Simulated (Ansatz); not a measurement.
One crystal and one scan (scan of one atom of the cell) at two levels, PBE (plane waves to 420 eV, PAW, scalar-relativistic; Ansatz, a program for electronic structure) and r2SCAN (plane waves to 500 eV, PAW, scalar-relativistic; Ansatz), each from its own relaxed cell and on its own mesh. The cell shown is that of PBE.

Starting cell, Pd (fcc, Cu type):

```xyz
4
Lattice="3.9428 0.0000 0.0000 0.0000 3.9428 0.0000 0.0000 0.0000 3.9428" Properties=species:S:1:pos:R:3 pbc="T T T"
Pd     0.0000     0.0000     0.0000
Pd     1.9714     1.9714     0.0000
Pd     1.9714     0.0000     1.9714
Pd     0.0000     1.9714     1.9714
```

Scan: atom 4 (Pd, nearest neighbour Pd at 2.788 Å; its periodic images, 3.9 Å or more away, move with it) is displaced along Cartesian z, direction (0.000, 0.000, 1.000) in Cartesian axes, by s. The other atoms stay.

E stands for the smeared free energy. Pd is run without spin polarisation. Pd was relaxed with its symmetry unable to fall. With partly filled bands, energies and forces of such displacements shift with the k mesh and the smearing. Percentages come from the unrounded values. Both scans cover s from -0.280 to 0.280 Å.

| quantity | PBE | r2SCAN | PBE − r2SCAN |
|---|---|---|---|
| Lattice constant a (Å) | 3.943 | 3.908 | +0.035 (+0.9 %) |
| Energy at s = 0.280 Å (meV/cell) | 342 | 363 | -21 (-6.0 %) |
| Force along the line at s = -0.280 Å (eV/Å) | 2.505 | 2.671 | -0.166 (-6.2 %) |
| Force constant k = d²E/ds² at s = 0 (finite differences) (eV/Å²) | 8.49 | 8.99 | -0.50 (-5.5 %) |

PBE gives the higher value for: lattice constant a. PBE gives the lower value for: energy at s = 0.280 Å; force along the line at s = -0.280 Å; force constant k = d²E/ds² at s = 0. Both give the same symmetry of the curve: even: the same for both signs. Neither level is exact: the differences show how much the result hangs on the functional.

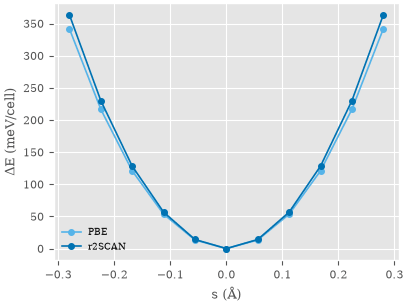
Figure: ΔE, each from the undisplaced structure of its own level.

(For displaced atoms, the force is minus the slope of the energy, and its curvature is a force constant, which sets phonon frequencies.)
